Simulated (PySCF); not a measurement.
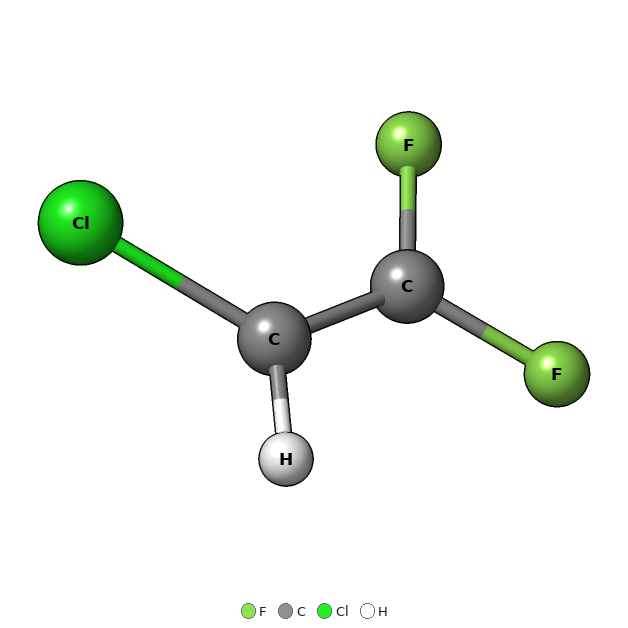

A ball-and-stick model of a molecule.

Computed geometry: PBE0-D3(BJ)/def2-TZVP optimisation. No frequency run is at hand to confirm it as a minimum.

**Give the formula.**

C₂HClF₂, 6 atoms: 2 carbon, 1 hydrogen, 1 chlorine and 2 fluorine.

**Count the bonded pairs by element.**

2 C–F, 1 C–C, 1 C–Cl, 1 C–H.

**What is the point group of this geometry?**

Cs.

More results for the same structure follow; atom numbers are the same in all pictures, views and colours differ.

### Shape

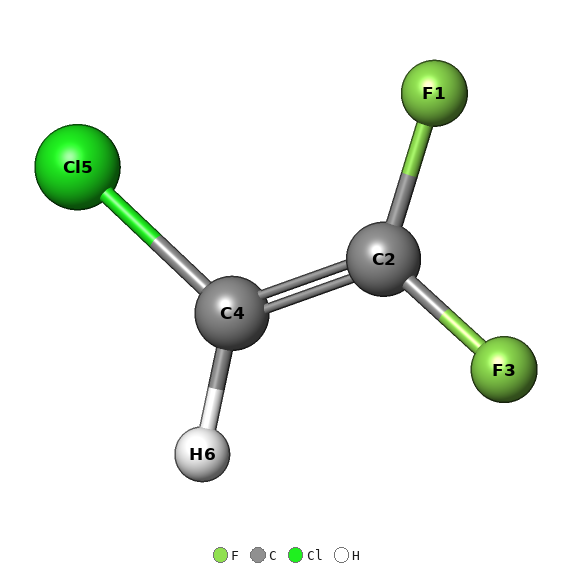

No frequency run is at hand to confirm it as a minimum.

List the bonds and their lengths.

```tsv
bond	length (Å)	order
F1–C2	1.305	single
C2–F3	1.312	single
C2–C4	1.321	double
C4–Cl5	1.706	single
C4–H6	1.079	single
```

### Dipole moment

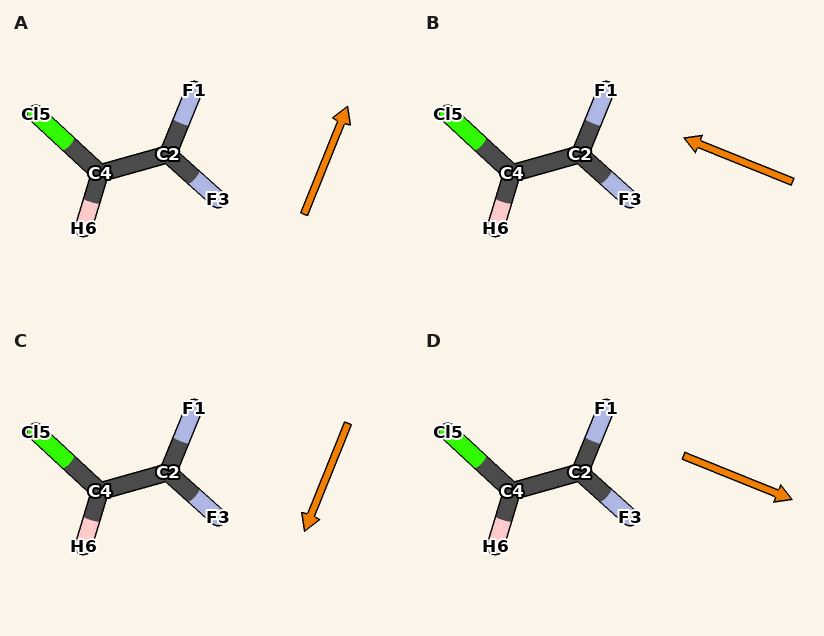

The same molecule four times, each with an arrow. No frequency run is at hand to confirm it as a minimum. Method: WP04/pcSseg-2 in chloroform (IEF-PCM) (PySCF 2.14.0).

**Which arrow points along the dipole moment, from the negative to the positive end?**

C. The dipole moment is 1.34 D; it points from the side of F1 to the side of H6 (the outermost atoms at the two ends).

### Quadrupole coupling

No frequency run is at hand to confirm it as a minimum. Electric field gradients from the ground-state density, PBE0/pcSseg-2 (PySCF 2.14.0), non-relativistic apart from any core potentials.

Give the largest field-gradient component, the quadrupole coupling constant and the asymmetry for 35Cl at Cl5 (Q = −81.7 mb), 2H at H6 (Q = 2.86 mb).

```json
{"atom": "Cl5", "V_zz (a.u.)": "4.068", "e²qQ/h (MHz)": "−78.1", "η": "0.07"}
{"atom": "H6", "V_zz (a.u.)": "0.300", "e²qQ/h (MHz)": "0.201", "η": "0.13"}
```

### Charges

The questions are on Hirshfeld charges. No frequency run is at hand to confirm it as a minimum. Method: PBE0/pcSseg-2, gas phase (PySCF 2.14.0).

**Which atom carries the highest charge (most positive or least negative)?**

C2 (0.16 e).

**And the lowest?**

C4 (−0.10 e).

List the Hirshfeld charges.

```tsv
atom	value (e)
F1	−0.06
C2	0.16
F3	−0.06
C4	−0.10
Cl5	−0.01
H6	0.07
```
